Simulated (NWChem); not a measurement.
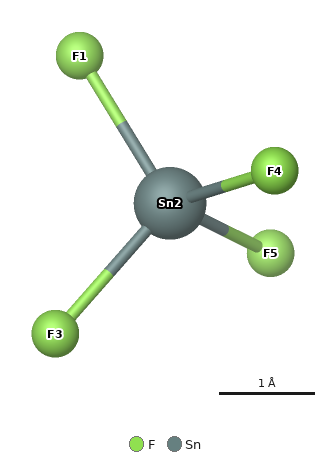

Fig. 1: The structure as given in the input (ball-and-stick view, seen at a tilt; atoms are numbered from 1 in the order of the input). Sticks mark near contacts. Bond lengths as drawn: F–Sn 1.88 Å.

## Optimise calculation of SnF₄ (charge +1) (part 1 of 2)

System: SnF₄, charge +1, multiplicity 2.
Method: BP86/def2-SVP, UKS, dispersion D3(BJ), core potentials def2-SVP (NWChem 7.3.0).

The run did not end well. The geometry comes from this level: PBE0-D4/def2-TZVP.

## Input file
```
start mol
memory stack 880 mb heap 220 mb global 1100 mb
charge 1
geometry units angstroms noautosym
  F     0.130300   -0.871400    1.656700
  Sn    0.009900   -0.014700   -0.008300
  F    -1.285400    1.340000    0.078100
  F    -0.477600   -1.263800   -1.320800
  F     1.672500    0.736200   -0.447200
end
basis spherical bse
  * library def2-SVP
end
ecp bse
  Sn library def2-SVP
end
dft
  xc becke88 perdew86
  mult 2
  disp vdw 4
  grid fine
  convergence energy 1e-07
  maxiter 100
  mulliken
  print low
end
driver
  maxiter 60
end
freq
  temp 3 298.15 400 700
end
task dft optimize
task dft frequencies
```

Hardware: 1 thread of Intel Xeon (Sapphire Rapids), 16 GiB of memory available, shared host.

Launched with:
```bash
nwchem mol.nw > mol.out
```

## What the program printed
```
Northwest Computational Chemistry Package (NWChem) 7.3.0
             --------------------------------------------------------

           Job information
           ---------------

    nwchem branch   = 7.3.0
    use scalapack   = T
    input           = mol.nw
    prefix          = mol.
    data base       = ./mol.db
    status          = startup
    nproc           =        1

           Memory information
           ------------------

    heap     =     28835838 doubles =      220.0 Mbytes
    stack    =    115343355 doubles =      880.0 Mbytes
    global   =    144179200 doubles =     1100.0 Mbytes (distinct from heap & stack)
    total    =    288358393 doubles =     2200.0 Mbytes
    verify   = yes
    hardfail = no

           Directory information
           ---------------------

  0 permanent = .
  0 scratch   = .

                                NWChem Input Module
                                -------------------

 Scaling coordinates for geometry "geometry" by  1.889725989
 (inverse scale =  0.529177249)

          ------
          auto-z
          ------
  Looking for out-of-plane bends
  no constraints, skipping    0.0000000000000000
  no constraints, skipping    0.0000000000000000

                             Geometry "geometry" -> ""
                             -------------------------

 Output coordinates in angstroms (scale by  1.889725989 to convert to a.u.)

  No.       Tag          Charge          X              Y              Z
 ---- ---------------- ---------- -------------- -------------- --------------
    1 F                    9.0000     0.12037907    -0.85667907     1.66500000
    2 Sn                  50.0000    -0.00002093     0.00002093     0.00000000
    3 F                    9.0000    -1.29532093     1.35472093     0.08640000
    4 F                    9.0000    -0.48752093    -1.24907907    -1.31250000
    5 F                    9.0000     1.66257907     0.75092093    -0.43890000

      Atomic Mass
      -----------

      F                 18.998400
      Sn               117.901800

 Effective nuclear repulsion energy (a.u.)     591.5859636919

            Nuclear Dipole moment (a.u.)
            ----------------------------
        X                 Y               Z
 ---------------- ---------------- ----------------
     0.0000000000    -0.0000000000    -0.0000000000

                                Z-matrix (autoz)
                                --------

 Units are Angstrom for bonds and degrees for angles

      Type          Name      I     J     K     L     M      Value
      ----------- --------  ----- ----- ----- ----- ----- ----------
    1 Stretch                  1     2                       1.87634
    2 Stretch                  2     3                       1.87629
    3 Stretch                  2     4                       1.87632
    4 Stretch                  2     5                       1.87636
    5 Bend                     1     2     3               109.45650
    6 Bend                     1     2     4               109.47756
    7 Bend                     1     2     5               109.47682
    8 Bend                     3     2     4               109.48140
    9 Bend                     3     2     5               109.48346
   10 Bend                     4     2     5               109.45159

            XYZ format geometry
            -------------------
     5
 geometry
 F                     0.12037907    -0.85667907     1.66500000
 Sn                   -0.00002093     0.00002093     0.00000000
 F                    -1.29532093     1.35472093     0.08640000
 F                    -0.48752093    -1.24907907    -1.31250000
 F                     1.66257907     0.75092093    -0.43890000

 ==============================================================================
                                internuclear distances
 ------------------------------------------------------------------------------
       center one      |      center two      | atomic units |  angstroms
 ------------------------------------------------------------------------------
    2 Sn               |   1 F                |     3.54577  |     1.87634
    3 F                |   2 Sn               |     3.54568  |     1.87629
    4 F                |   2 Sn               |     3.54572  |     1.87632
    5 F                |   2 Sn               |     3.54580  |     1.87636
 ------------------------------------------------------------------------------
                         number of included internuclear distances:          4
 ==============================================================================

 ==============================================================================
                                 internuclear angles
 ------------------------------------------------------------------------------
        center 1       |       center 2       |       center 3       |  degrees
 ------------------------------------------------------------------------------
    1 F                |   2 Sn               |   3 F                |   109.46
    1 F                |   2 Sn               |   4 F                |   109.48
    1 F                |   2 Sn               |   5 F                |   109.48
    3 F                |   2 Sn               |   4 F                |   109.48
    3 F                |   2 Sn               |   5 F                |   109.48
    4 F                |   2 Sn               |   5 F                |   109.45
 ------------------------------------------------------------------------------
                            number of included internuclear angles:          6
 ==============================================================================

 Summary of "ao basis" -> "" (spherical)
 ------------------------------------------------------------------------------
       Tag                 Description            Shells   Functions and Types
 ---------------- ------------------------------  ------  ---------------------
 *                          def2-SVP                  on all atoms

                 ECP       "ecp basis" -> "" (cartesian)
                -----
  [basis functions not shown]

                           NWChem Geometry Optimization
                           ----------------------------

  no constraints, skipping    0.0000000000000000
 maximum gradient threshold         (gmax) =   0.000450
 rms gradient threshold             (grms) =   0.000300
 maximum cartesian step threshold   (xmax) =   0.001800
 rms cartesian step threshold       (xrms) =   0.001200
 fixed trust radius                (trust) =   0.300000
 maximum step size to saddle      (sadstp) =   0.100000
 energy precision                  (eprec) =   5.0D-06
 maximum number of steps          (nptopt) =   60
 initial hessian option           (inhess) =    0
 line search option               (linopt) =    1
 hessian update option            (modupd) =    1
 saddle point option              (modsad) =    0
 initial eigen-mode to follow     (moddir) =    0
 initial variable to follow       (vardir) =    0
 follow first negative mode     (firstneg) =    T
 apply conjugacy                    (opcg) =    F
 source of zmatrix                         =   autoz

          -------------------
          Energy Minimization
          -------------------

 Names of Z-matrix variables
    1              2              3              4              5
    6              7              8              9             10

 Variables with the same non-blank name are constrained to be equal

 Using diagonal initial Hessian
 Scaling for Hessian diagonals: bonds = 1.00  angles = 0.25  torsions = 0.10

          --------
          Step   0
          --------

                         Geometry "geometry" -> "geometry"
                         ---------------------------------

 Output coordinates in angstroms (scale by  1.889725989 to convert to a.u.)

  No.       Tag          Charge          X              Y              Z
 ---- ---------------- ---------- -------------- -------------- --------------
    1 F                    9.0000     0.12037907    -0.85667907     1.66500000
    2 Sn                  50.0000    -0.00002093     0.00002093     0.00000000
    3 F                    9.0000    -1.29532093     1.35472093     0.08640000
    4 F                    9.0000    -0.48752093    -1.24907907    -1.31250000
    5 F                    9.0000     1.66257907     0.75092093    -0.43890000

      Atomic Mass
      -----------

      F                 18.998400
      Sn               117.901800

 Effective nuclear repulsion energy (a.u.)     591.5859636919

            Nuclear Dipole moment (a.u.)
            ----------------------------
        X                 Y               Z
 ---------------- ---------------- ----------------
     0.0000000000    -0.0000000000    -0.0000000000

                                 NWChem DFT Module
                                 -----------------

                      Basis "ao basis" -> "ao basis" (spherical)
                      -----
  [basis functions not shown]

 Summary of "ao basis" -> "ao basis" (spherical)
 ------------------------------------------------------------------------------
       Tag                 Description            Shells   Functions and Types
 ---------------- ------------------------------  ------  ---------------------
 F                          def2-SVP                 6       14   3s2p1d
 Sn                         def2-SVP                10       26   4s4p2d

  Caching 1-el integrals
   Time after variat. SCF:      0.4

     ---------------------------------------------
      Total Density - Mulliken Population Analysis
     ---------------------------------------------

    Atom       Charge   Shell Charges
 -----------   ------   -------------------------------------------------------
    1 F    9     9.39   1.99  1.19  0.77  3.47  1.96  0.00
    2 Sn  22    19.40   0.41  1.60  0.56  0.01  2.75  3.26  0.53  0.08  9.87  0.31
    3 F    9     9.62   1.99  1.19  0.77  3.62  2.04  0.00
    4 F    9     9.32   1.99  1.19  0.77  3.43  1.94  0.00
    5 F    9     9.27   1.99  1.19  0.77  3.40  1.92  0.00

     --------------------------------------------
      Spin Density - Mulliken Population Analysis
     --------------------------------------------

    Atom       Charge   Shell Charges
 -----------   ------   -------------------------------------------------------
    1 F    9     0.26   0.00  0.00  0.00  0.17  0.09  0.00
    2 Sn  22     0.00   0.00  0.00  0.00  0.00  0.00 -0.00  0.00  0.00  0.00  0.00
    3 F    9     0.03   0.00  0.00 -0.00  0.02  0.01  0.00
    4 F    9     0.33   0.00  0.00 -0.00  0.21  0.12  0.00
    5 F    9     0.38   0.00  0.00 -0.00  0.24  0.14  0.00
   Time prior to 1st pass:      0.4

           Memory utilization after 1st SCF pass:
           Heap Space remaining (MW):        0.00                  20
          Stack Space remaining (MW):      115.34           115342516
```
